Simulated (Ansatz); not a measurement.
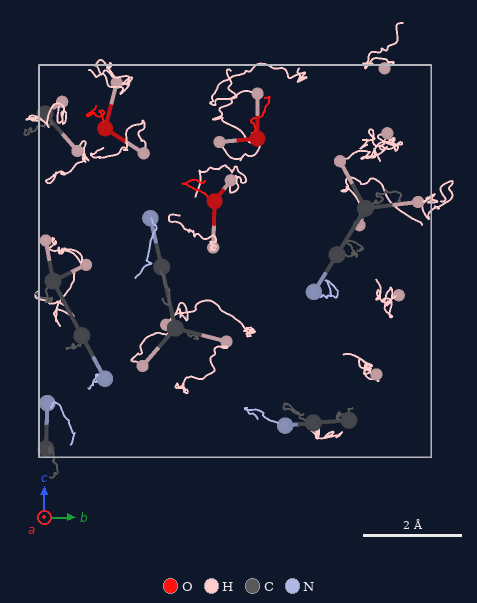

First-principles dynamics of a periodic cell with 3 H2O + 5 CH3CN at 0.82 g/cm³, 150 fs long. Lines trace each atom's path, in the colour of its element; spheres stand at the starting positions. Seen along the a axis in the simulation cell.

The calculation used DFT PBE, scalar-relativistic, plane waves, PAW (Ansatz). Run with plane-wave cutoff 420 eV; k-point mesh 1 × 1 × 1; Fermi-Dirac smearing 0.05 eV; low-accuracy preset; Langevin thermostat (NVT); set temperature 1000 K; time step 0.5 fs; H given the mass 2.014 u; friction 0.02 per fs.

**Describe the motion.**

Root-mean-square distances from the starting positions over the second half, with the common drift of all atoms taken out: H 1.03 Å, O 0.87 Å, N 0.76 Å, C 0.55 Å. The heavy atoms stay within a fraction of a molecule's size of their starting places; so short a run doesn't tell a liquid from a solid. The mean temperature in the second half is 822 K (standard deviation 97 K). The potential energy is still drifting at the end, so the run hasn't reached equilibrium. The potential energy in the second half lies on average 96.5 meV per atom above the first frame.

Limits of the set-up: the program's low-accuracy preset was used; masses were changed (H 2.014 u), which shifts the vibrations; the periodic images lie only 8.1 Å apart, so the values are limited by the cell's size.
